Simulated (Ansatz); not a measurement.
**Liquid Al2O3 at 3000 K (130 atoms): repeated cells from small to large**

Aim: repeat one cell of liquid Al2O3 at 3000 K (130 atoms) to ever larger supercells at Γ and follow error, time and memory.

Calculated with Ansatz 0.2.0; Kohn-Sham DFT, r2SCAN, PAW (set soft_1), plane waves.

**Experiments to compare with.** Density of liquid alumina measured earlier by an aerodynamic-levitation technique, compared here with the simulation at 3000 K (as quoted in “Molecular Dynamics Study on Structure, Vibrational Properties, and Transport Coefficients of Liquid Alumina”, 2022, PMC9736481): density 2.78 g/cm³ at 3000 K.

### Step 1. The starting structure

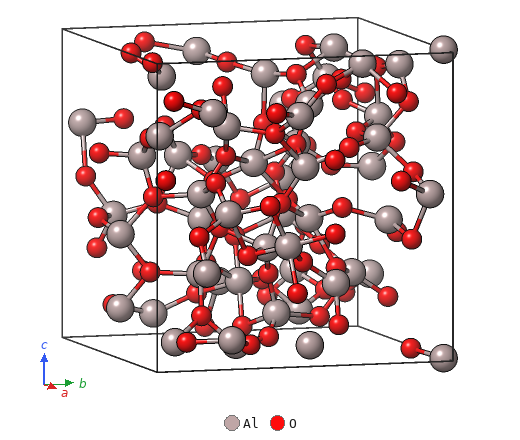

The starting structure, seen slightly off an axis (aluminium light grey, oxygen red). Bonds to atoms that aren't drawn are left out. Some periodic images of atoms are drawn too.

The cell holds 130 atoms: 52 Al and 78 O. Its edges and angles: a = 11.656 Å, b = 11.656 Å, c = 11.656 Å, α = 90.0°, β = 90.0°, γ = 90.0°. 130 atoms (52 Al, 78 O) placed at random at 2.78 g/cm³, melted at 4500 K for 20 ps at fixed volume with the Morse and Coulomb pair potential with partial charges (Pedone, Malavasi, Menziani, Cormack and Segre, J. Phys. Chem. B 110, 11780 (2006)). Snapshot at the end of a hold of 20 ps at 3000 K and fixed volume. The starting density is a measured one.

Limits known from the start: The network of bonds at the start is that of the classical potential that made the cell, and needn't be the one that DFT or experiment would give.

### Step 2. Plane waves, typed cell on a dense mesh

The typed cell on a k-mesh is the yardstick: it samples like Γ on the cell repeated as often as the mesh has points along each axis. Its own convergence isn't tested.

The input, input.yaml:

```yaml
crystal:
  lattice:
    - [11.6556, 0.0, 0.0]
    - [0.0, 11.6556, 0.0]
    - [0.0, 0.0, 11.6556]
  atoms:
    - { symbol: Al, position: [0.5172, 0.17055, 0.89814] }
    - { symbol: Al, position: [0.90244, 0.51376, 0.80109] }
    - { symbol: Al, position: [0.40613, 0.06591, 0.13824] }
    - { symbol: Al, position: [0.01136, 0.7441, 0.72816] }
    - { symbol: Al, position: [0.44689, 0.12608, 0.63527] }
    - { symbol: Al, position: [0.03847, 0.50903, 0.56107] }
    - { symbol: Al, position: [0.65652, 0.92915, 0.92626] }
    - { symbol: Al, position: [0.44422, 0.0546, 0.38298] }
    - { symbol: Al, position: [0.25298, 0.71959, 0.09019] }
    - { symbol: Al, position: [0.57971, 0.64892, 0.79782] }
    - { symbol: Al, position: [0.3239, 0.49354, 0.2014] }
    - { symbol: Al, position: [0.69722, 0.33331, 0.75068] }
    - { symbol: Al, position: [0.7123, 0.15265, 0.05964] }
    - { symbol: Al, position: [0.1164, 0.41702, 0.92621] }
    - { symbol: Al, position: [0.67989, 0.36868, 0.0398] }
    - { symbol: Al, position: [0.06087, 0.72399, 0.49559] }
    - { symbol: Al, position: [0.8617, 0.28695, 0.48558] }
    - { symbol: Al, position: [0.31196, 0.37119, 0.40457] }
    - { symbol: Al, position: [0.18, 0.11542, 0.41304] }
    - { symbol: Al, position: [0.1785, 0.25084, 0.08871] }
    - { symbol: Al, position: [0.72008, 0.59072, 0.61308] }
    - { symbol: Al, position: [0.1027, 0.49554, 0.17615] }
    - { symbol: Al, position: [0.90467, 0.54687, 0.05711] }
    - { symbol: Al, position: [0.23837, 0.31576, 0.60623] }
    - { symbol: Al, position: [0.27804, 0.70358, 0.63399] }
    - { symbol: Al, position: [0.27825, 0.95836, 0.55168] }
    - { symbol: Al, position: [0.97237, 0.17755, 0.31062] }
    - { symbol: Al, position: [0.82078, 0.75171, 0.95315] }
    - { symbol: Al, position: [0.08216, 0.04201, 0.7037] }
    - { symbol: Al, position: [0.48559, 0.82373, 0.23579] }
    - { symbol: Al, position: [0.5552, 0.65657, 0.42479] }
    - { symbol: Al, position: [0.92609, 0.99214, 0.00144] }
    [... 92 atom lines left out ...]
    - { symbol: O, position: [0.98172, 0.06261, 0.87384] }
    - { symbol: O, position: [0.98496, 0.40841, 0.82233] }
    - { symbol: O, position: [0.361, 0.75447, 0.31631] }
    - { symbol: O, position: [0.20276, 0.95832, 0.78068] }
    - { symbol: O, position: [0.39192, 0.99945, 0.64195] }
    - { symbol: O, position: [0.01638, 0.6879, 0.11279] }
kpoints:
  mp_grid: { grid: [2, 2, 2] }
hamiltonian:
  xc: r2scan
  pseudopotentials: { kind: paw, azcp: { folder: soft_1 } }
scf:
  occupations: { method: gaussian, width: 0.05 }
output:
  forces: true
  stress: true
  populations: intrinsic
  dos:
    method: { smearing: { sigma: 0.1 } }
    de: 0.1
    projected: { site_lists: { Al: [Al], O: [O] } }
  eigenvalues: true
```

Command:

```sh
$ ansatz run input.yaml --threads 32 --pin off --max-ram 143360MiB --backend cuda --events-out ev --progress --plain --runs-dir out
```

Log:

```text
Engine: ansatz 0.2.0, aarch64-unknown-linux-gnu
Pseudopotentials: kind: paw
Pseudopotential: Al, paw, valence charge 3, recommended cutoff 500 eV (meta_gga), soft_1/Al.paw.azcp
Pseudopotential: O, paw, valence charge 6, recommended cutoff 500 eV (meta_gga), soft_1/O.paw.azcp
[... 6 lines on functional and potentials left out ...]
device memory: the entry about to start is reckoned to put 41.2 GiB on a device that reports 182.5 GiB free
GPU FFT provider: cuFFT
GPU libraries: cuBLAS 13.8.1, cuFFT 12.4.0, cuSOLVER 12.3.2
GPU matrix products: emulated (plane waves: as basis.precision tells), large ones in fixed point in workspaces of 1.00 GiB
Crystal: 130 atoms, lattice volume = 1583.448 Å³
Basis set: ecut = 500 eV, 40243 PW (Γ), exchange–correlation on 360×360×360 points (64 copies of the dense FFT grid, shifted against one another)
Bands: 442, of which v1, the nominal top of the filled ones, is band 312 counted from 1 (311 counted from 0)
Symmetry: 1 space group operations
Space group: P1 (ITA 1), of the structure as read, at distance tolerance 1.2e-4 Å
k-points: 8
[... 7 lines on functional and potentials left out ...]
Initial density: superposition of atomic densities (chi_scale 0.1, normalization cell, long waves kept (reshape's long-wave potential 0.22 eV rms))
Initial wavefunctions: pseudopotential atomic-orbital guess
GPU buffer pool allocated for 729000 grid points (all kernels)
GPU transforms: local potential and band sums: pruned to the plane-wave sphere, on 90×90×90
Functional: x = r2scan, c = r2scan; τ floored in thin density (d = 2e-4 eV/Å³)
SCF iter   1: F=—  HF=-72645.580004 eV  |F-HF|=—  |Δ(HF+E_count)|=         —  Δρ=1.31e-1  dr2=3.00e2  dr2_τ=2.74e1  ethr=3.10e-3  ⟨swp⟩=6.0  Hψ=15144  notcnv=0  defer=202
preconditioner: auto → Resta (q_TF=auto, 2.336 Å⁻¹)  ε∞=2.9  [insulator: Δε(μ)=3.243 eV  Ē_g=17.073 eV  σ=0.050 eV  W_gap=1.00  n_scr=340 (ndim 8)  ℏωp=23.3 eV  f_vac=0.019  D(μ)=0.00/eV (n_scr^D=0)  ε∞_Penn≈2.9]
SCF iter   2: F=—  HF=-72573.540682 eV  |F-HF|=—  |Δ(HF+E_count)|=    7.20e1  Δρ=4.81e-2  dr2=2.25e1  dr2_τ=6.45e0  ethr=3.10e-3  ⟨swp⟩=4.0  Hψ=8667  notcnv=0  defer=986
SCF iter   3: F=—  HF=-72577.162132 eV  |F-HF|=—  |Δ(HF+E_count)|=    3.62e0  Δρ=2.31e-2  dr2=7.03e0  dr2_τ=4.09e-1  ethr=3.10e-3  ⟨swp⟩=2.0  Hψ=4118  notcnv=0  defer=994
SCF iter   4: F=—  HF=-72577.307016 eV  |F-HF|=—  |Δ(HF+E_count)|=   1.45e-1  Δρ=1.13e-2  dr2=1.80e0  dr2_τ=2.05e-1  ethr=1.13e-3  ⟨swp⟩=3.6  Hψ=4725  notcnv=0  defer=994
SCF iter   5: F=—  HF=-72577.026926 eV  |F-HF|=—  |Δ(HF+E_count)|=   2.80e-1  Δρ=2.95e-3  dr2=1.24e-1  dr2_τ=1.25e-2  ethr=2.89e-4  ⟨swp⟩=2.4  Hψ=6051  notcnv=0  defer=993
SCF iter   6: F=—  HF=-72577.038497 eV  |F-HF|=—  |Δ(HF+E_count)|=   1.16e-2  Δρ=1.44e-3  dr2=2.92e-2  dr2_τ=3.50e-3  ethr=1.99e-5  ⟨swp⟩=2.1  Hψ=4749  notcnv=0  defer=993
SCF iter   7: F=—  HF=-72577.042990 eV  |F-HF|=—  |Δ(HF+E_count)|=   4.49e-3  Δρ=4.21e-4  dr2=3.53e-3  dr2_τ=2.72e-4  ethr=4.69e-6  ⟨swp⟩=2.0  Hψ=4696  notcnv=0  defer=993
SCF iter   8: F=—  HF=-72577.043085 eV  |F-HF|=—  |Δ(HF+E_count)|=   9.55e-5  Δρ=2.59e-4  dr2=1.03e-3  dr2_τ=1.06e-4  ethr=5.66e-7  ⟨swp⟩=2.0  Hψ=6224  notcnv=0  defer=993
SCF iter   9: F=—  HF=-72577.044074 eV  |F-HF|=—  |Δ(HF+E_count)|=   9.89e-4  Δρ=7.42e-5  dr2=9.60e-5  dr2_τ=8.12e-6  ethr=1.65e-7  ⟨swp⟩=2.0  Hψ=4463  notcnv=0  defer=993
SCF iter  10: F=—  HF=-72577.045000 eV  |F-HF|=—  |Δ(HF+E_count)|=   9.26e-4  Δρ=3.33e-5  dr2=1.79e-5  dr2_τ=1.63e-6  ethr=1.54e-8  ⟨swp⟩=2.0  Hψ=4511  notcnv=0  defer=993
SCF iter  11: F=—  HF=-72577.045012 eV  |F-HF|=—  |Δ(HF+E_count)|=   1.18e-5  Δρ=2.15e-5  dr2=7.01e-6  dr2_τ=7.23e-7  ethr=2.87e-9  ⟨swp⟩=3.0  Hψ=5047  notcnv=0  defer=993
SCF iter  12: F=—  HF=-72577.045012 eV  |F-HF|=—  |Δ(HF+E_count)|=   7.71e-7  Δρ=7.03e-6  dr2=7.34e-7  dr2_τ=6.47e-8  ethr=1.12e-9  ⟨swp⟩=2.0  Hψ=4695  notcnv=0  defer=993
SCF iter  13: F=—  HF=-72577.045013 eV  |F-HF|=—  |Δ(HF+E_count)|=   6.53e-7  Δρ=4.13e-6  dr2=2.55e-7  dr2_τ=2.35e-8  ethr=1.18e-10  ⟨swp⟩=2.0  Hψ=5015  notcnv=0  defer=993
SCF iter  14: F=-72577.045013 eV  HF=-72577.045013 eV  |F-HF|=2.97e-8  |Δ(HF+E_count)|=   3.45e-8  Δρ=2.06e-6  dr2=6.34e-8  dr2_τ=7.27e-9  ethr=1.60e-11  ⟨swp⟩=17.0  Hψ=23402  notcnv=0
SCF 1 converged in 14 iterations: F = -72577.045013 eV  dr2 = 6.34e-8
  greatest PAW one-centre occupation: 0.883 electrons in one spin orbital (limit 2), on the O atom at site 100 (counted from 0), in its partial waves of l = 0
SCF converged after 14 iterations
Free energy (F): -72577.045013 eV
Harris-Foulkes:  -72577.045013 eV  (|F-HF|=2.97e-8)
Internal energy: -72577.045013 eV  (E = F + TS)
E sigma→0 (E₀):  -72577.045013 eV
Fermi energy:    5.722940 eV
--- Per-component energies (eV) ---
  E_band       = -1945.007226
  E_kinetic    = 14748.737672
  E_local      = -38046.153182  (includes V_loc(G=0)·N_el)
  E_nonlocal   = 4534.772625
  E_hartree    = 14852.152009
  E_xc         = -7455.533190
  E_vxc        = -9767.409063  (∫ρ·V_xc dr)
  E_paw        = -37590.871233  (= ΣΔE_a)
  E_vpaw       = -3730.035384  (= ΣTr[D̂ρ^β])
  E_aug_tail   = 0.021537  (compensation charges beyond the density's cutoff)
  E_vtau       = 610.766575  (kinetic-family band-sum trace: ∫τ·v_τ [+ j·A + Jᵃ·Aᵃ] dr)
  E_ewald      = -23614.554222
  E_core_change = -5.617029  (= ΣΔE_core)
  E_smearing   = -0.000000  (= −TS)
  E_closure    = 0.000000  (closes the sum)
  Σ components = -72577.045013   (vs F -72577.045013, Δ=0.00e0)
--- Forces (eV/Å), atoms counted from 1 ---
[... 130 lines of forces left out ...]
  max |Σ_I F_I| component: 1.82e-4 eV/Å
--- Stress (GPa, compression-positive) ---
        5.402389       1.907803      -4.619881
        1.907708       0.668919       1.291526
       -4.619892       1.291482       2.471912
  P = ⅓ Tr σ = 2.8477 GPa (28.477 kbar)
--- Band table (eV; the first three rows and the last of 8) ---
--- intrinsic populations: 130 sites ---
  site symbol       q [e]
[... 130 lines, one an atom, left out ...]
  spilling = -0.000000 (of n_electrons = 624.000000)
```

Wall time 6.2 s (1 × NVIDIA GB200 with 32 threads of Arm Neoverse V2, shared host); peak memory 4 GiB.

That memory is the host's; the program planned up to 41.2 GiB on the GPU. Forces of this run were stored rounded, and per-atom blocks of the log weren't kept.

Read from the output:

| Quantity | Value |
| --- | --- |
| free energy | -72577.0450 eV |
| free energy per atom | -558.2850 eV/atom |
| SCF cycles | 14 |
| pressure | 2.848 GPa |
| r.m.s. force component | 2.858 eV/Å |
| longest force | 13.52 eV/Å |
| Fermi energy | 5.723 eV |
| gap (highest filled to lowest empty level) | 0.3826 eV |

The r.m.s. force component of 2.9 eV/Å sets the scale for the differences below.

### Step 3. Plane waves, 130 atoms

The typed cell is solved at Γ alone, the coarsest sampling of the series.

input.yaml, the sections that differ from step 2:

```yaml
kpoints:
  mp_grid: { grid: [1, 1, 1] }
output:
  forces: true
  eigenvalues: true
# crystal, hamiltonian, scf: as in step 2
```

Log:

```text
[...]
GPU FFT provider: cuFFT
GPU libraries: cuBLAS 13.8.1, cuFFT 12.4.0, cuSOLVER 12.3.2
[...]
Crystal: 130 atoms, lattice volume = 1583.448 Å³
Basis set: ecut = 500 eV, 40243 PW (Γ), exchange–correlation on 360×360×360 points (64 copies of the dense FFT grid, shifted against one another)
Bands: 442, of which v1, the nominal top of the filled ones, is band 312 counted from 1 (311 counted from 0)
Symmetry: 1 space group operations
[...]
k-points: 1
[...]
GPU buffer pool allocated for 729000 grid points (all kernels)
[...]
SCF iter   1: F=—  HF=-72645.531512 eV  |F-HF|=—  |Δ(HF+E_count)|=         —  Δρ=1.31e-1  dr2=3.00e2  dr2_τ=2.74e1  ethr=3.10e-3  ⟨swp⟩=6.0  Hψ=1894  notcnv=0  defer=27
[...]
SCF iter   3: F=—  HF=-72576.996861 eV  |F-HF|=—  |Δ(HF+E_count)|=    3.61e0  Δρ=2.31e-2  dr2=7.01e0  dr2_τ=4.08e-1  ethr=3.10e-3  ⟨swp⟩=2.0  Hψ=428  notcnv=0  defer=43
automatic band count: iteration 3 solves 361 bands in place of 442: the levels show a gap, and the empty bands left out lie too high to hold charge; the band table lists the bands solved (type scf.n_extra_bands for more)
SCF iter   4: F=—  HF=-72577.135016 eV  |F-HF|=—  |Δ(HF+E_count)|=   1.38e-1  Δρ=1.14e-2  dr2=2.00e0  dr2_τ=2.02e-1  ethr=1.12e-3  ⟨swp⟩=3.0  Hψ=590  notcnv=0  defer=43
SCF iter   5: F=—  HF=-72576.891012 eV  |F-HF|=—  |Δ(HF+E_count)|=   2.44e-1  Δρ=3.79e-3  dr2=2.28e-1  dr2_τ=2.07e-2  ethr=3.20e-4  ⟨swp⟩=5.0  Hψ=692  notcnv=0  defer=39
[...]
SCF iter  13: F=—  HF=-72576.890217 eV  |F-HF|=—  |Δ(HF+E_count)|=   8.48e-7  Δρ=4.22e-6  dr2=2.85e-7  dr2_τ=2.53e-8  ethr=1.45e-10  ⟨swp⟩=2.0  Hψ=562  notcnv=0  defer=39
SCF iter  14: F=-72576.890217 eV  HF=-72576.890217 eV  |F-HF|=3.42e-9  |Δ(HF+E_count)|=   8.06e-8  Δρ=1.31e-6  dr2=2.72e-8  dr2_τ=2.72e-9  ethr=1.60e-11  ⟨swp⟩=15.0  Hψ=1793  notcnv=0
SCF 1 converged in 14 iterations: F = -72576.890217 eV  dr2 = 2.72e-8
[...]
SCF converged after 14 iterations
Free energy (F): -72576.890217 eV
[...]
Internal energy: -72576.890217 eV  (E = F + TS)
E sigma→0 (E₀):  -72576.890217 eV
Fermi energy:    5.700366 eV
[...]
Σ components = -72576.890217   (vs F -72576.890217, Δ=0.00e0)
--- Forces (eV/Å), atoms counted from 1 ---
[... 130 lines of forces left out ...]
  max |Σ_I F_I| component: 1.43e-4 eV/Å
--- Band table (eV) ---
[... left out ...]
```

It took 2.3 s on 1 × NVIDIA GB200 with 32 threads; peak memory 1.3 GiB.

That memory is the host's; the program planned up to 5.5 GiB on the GPU.

The energy lies 1.19 meV/atom above the dense-mesh reference.

### Step 4. Support functions, 130 atoms

The typed cell is solved at Γ alone, now in support functions.

This step: Kohn-Sham DFT, r2SCAN, PAW (set soft_1), localised support functions (medium) (Ansatz 0.2.0).

input.yaml: that of step 3 with these lines changed.

```diff
@@ -14,2 +14,4 @@
   occupations: { method: gaussian, width: 0.05 }
+  eigensolver: { kind: { support_functions: { accuracy: medium } } }
+  max_iter: 150
 output:
```

Log:

```text
Warning: scf.eigensolver.kind.support_functions: disabling space-group detection — the functions' gradient is summed over unrotated k-points, so no spatial operation reduces the k-mesh or symmetrises the density; time reversal is kept, so that k and −k are solved as one point where they differ and the mesh holds both, and exact exchange and, on two spinor components, a DFT+U term hold to it where the run has them: [...]
settings of this run that can trade accuracy for cost: scf.eigensolver.kind.support_functions [...]
[...]
GPU FFT provider: cuFFT
GPU libraries: cuBLAS 13.8.1, cuFFT 12.4.0, cuSOLVER 12.3.2
[...]
Crystal: 130 atoms, lattice volume = 1583.448 Å³
Basis set: ecut = 500 eV, 40243 PW (Γ), exchange–correlation on 324×324×324 points (27 copies of the dense FFT grid, shifted against one another)
Bands: 375, of which v1, the nominal top of the filled ones, is band 312 counted from 1 (311 counted from 0)
Symmetry: 1 space group operations
k-points: 1
[...]
GPU buffer pool allocated for 1259712 grid points (all kernels)
Eigensolver: Support functions (medium, 90×90×90 points, laid for a spacing of at most 0.148799 Å, radius 3.871983 Å, 1 site without an atom, 1 species' potentials softened for the grid, 2 wholly corrected for its errors in the mean over positions, 0 with the egg-box correction, energy correction by stochastic trace)
[...]
SCF iter   1: F=—  HF=-72578.541391 eV  |F-HF|=—  |Δ(HF+E_count)|=         —  Δρ=1.43e-1  dr2=3.30e2  dr2_τ=3.13e1  ethr=1.00e-1
[...]
SCF iter  13: F=—  HF=-72577.297956 eV  |F-HF|=—  |Δ(HF+E_count)|=   7.59e-4  Δρ=1.71e-5  dr2=9.03e-6  dr2_τ=1.53e-7  ethr=6.01e-9  κ⁻¹=4.8e-5(r=7)
SCF iter  14: F=-72577.298577 eV  HF=-72577.298577 eV  |F-HF|=4.17e-7  |Δ(HF+E_count)|=   6.21e-4  Δρ=7.97e-6  dr2=1.80e-6  dr2_τ=8.82e-8  ethr=1.45e-9
SCF 1 converged in 14 iterations: F = -72577.308002 eV  dr2 = 1.80e-6
[...]
SCF converged after 14 iterations
Stability not checked: this state was not tested for a lower state beside it, because the mixer in use, unlike msr1, does not test its closes by its own steps (another_mixer; see scf.mixing.algorithm and scf.lower_state_search)
Free energy (F): -72577.308002 eV
[...]
Internal energy: -72577.308002 eV  (E = F + TS)
E sigma→0 (E₀):  -72577.308002 eV
Fermi energy:    5.699619 eV
[...]
Σ components = -72577.308002   (vs F -72577.308002, Δ=0.00e0)
--- Forces (eV/Å), atoms counted from 1 ---
[... 130 lines of forces left out ...]
  max |Σ_I F_I| component: 6.99e-4 eV/Å
--- Band table (eV) ---
[... left out ...]
```

Elapsed: 5 s, on 1 × NVIDIA GB200 with 32 threads; peak memory 1.5 GiB; 16 s of CPU time.

That memory is the host's; the program planned up to 8.1 GiB on the GPU.

The program notes that the band table was not solved further than the SCF left it and it switched symmetry off.

The energy lies 2.02 meV/atom below the dense-mesh reference, and 3.2 meV/atom below plane waves of the same size, an offset between the two bases that leaves the sampling error alike.

### Step 5. Plane waves, 1040 atoms

The cell is repeated and solved at Γ in plane waves, whose cost grows towards the cube of the size.

This step: Kohn-Sham DFT, r2SCAN, PAW (set soft_1), plane waves (Ansatz 0.2.0).

input.yaml, the sections that differ from step 4:

```yaml
crystal:
  lattice:
    - [11.6556, 0.0, 0.0]
    - [0.0, 11.6556, 0.0]
    - [0.0, 0.0, 11.6556]
  atoms:
    [... the 130 atom lines of step 2 ...]
  supercell: [2, 2, 2]
scf:
  occupations: { method: gaussian, width: 0.05 }
# kpoints, hamiltonian, output: as in step 4
```

Elapsed: 30 s, on 1 × NVIDIA GB200 with 32 threads; peak memory 3.9 GiB.

That memory is the host's; the program planned up to 116 GiB on the GPU.

The program repeats the typed cell 2×2×2 times, 1040 atoms in all; totals in the log are those of the whole repeated cell, and force differences are taken after averaging over the copies of each atom.

It converged in 16 SCF cycles; the log is left out.

This repeat at Γ samples the very k-points of the reference's mesh, so the two must agree.

The energy lies 0 meV/atom below the dense-mesh reference.

### Step 6. Support functions, 1040 atoms

The repeated cell is solved at Γ in support functions.

This step: Kohn-Sham DFT, r2SCAN, PAW (set soft_1), localised support functions (medium) (Ansatz 0.2.0).

input.yaml: that of step 5 with these lines changed.

```diff
@@ -15,2 +15,5 @@
   occupations: { method: gaussian, width: 0.05 }
+  eigensolver: { kind: { support_functions: { accuracy: medium } } }
+  mixing: { beta: 0.2 }
+  max_iter: 150
 output:
```

Run time: 27 s. Hardware: 1 × NVIDIA GB200 with 32 threads; peak memory 5.7 GiB; 60 s of CPU time.

That memory is the host's; the program planned up to 39.9 GiB on the GPU.

The program repeats the typed cell 2×2×2 times, 1040 atoms in all; totals in the log are those of the whole repeated cell, and force differences are taken after averaging over the copies of each atom.

It converged in 18 SCF cycles; the log is left out.

The energy lies 3.19 meV/atom below the dense-mesh reference, and 3.2 meV/atom below plane waves of the same size, an offset between the two bases that leaves the sampling error alike.

### Step 7. Truncated density matrix, 1040 atoms

Cutting the density matrix at a range is meant to remove the step that grows fastest with size; it needs a cell with a gap.

This step: Kohn-Sham DFT, r2SCAN, PAW (set soft_1), localised support functions (medium), truncated density matrix (Ansatz 0.2.0).

input.yaml, the sections that differ from step 6:

```yaml
scf:
  occupations: { method: gaussian, width: 0.05 }
  eigensolver:
    kind:
      support_functions: { accuracy: medium, density_matrix: { truncated: {} } }
    mixed_precision: true
  mixing: { beta: 0.2 }
  max_iter: 150
output:
  forces: true
# crystal, kpoints, hamiltonian: as in step 6
```

Run time: 32 s. Hardware: 1 × NVIDIA GB200 with 32 threads; peak memory 5.6 GiB; 65 s of CPU time.

That memory is the host's; the program planned up to 35.8 GiB on the GPU.

The program repeats the typed cell 2×2×2 times, 1040 atoms in all; totals in the log are those of the whole repeated cell, and force differences are taken after averaging over the copies of each atom.

The program notes that the search for missed states was only partial.

It converged in 24 SCF cycles; the log is left out.

The energy lies 3.19 meV/atom below the dense-mesh reference, and 3.2 meV/atom below plane waves of the same size, an offset between the two bases that leaves the sampling error alike.

(Part 1 of 2 ends here.)

[Logs are printed without paths, hosts, clocks, repeated set-up lines and the standing remarks that a program may print on its own settings, such as how far it seeks lower states.]

[Hosts, paths, dates, database ids (printed as entryN), source tags and the programs' standing remarks are cut or masked in the printed files.]
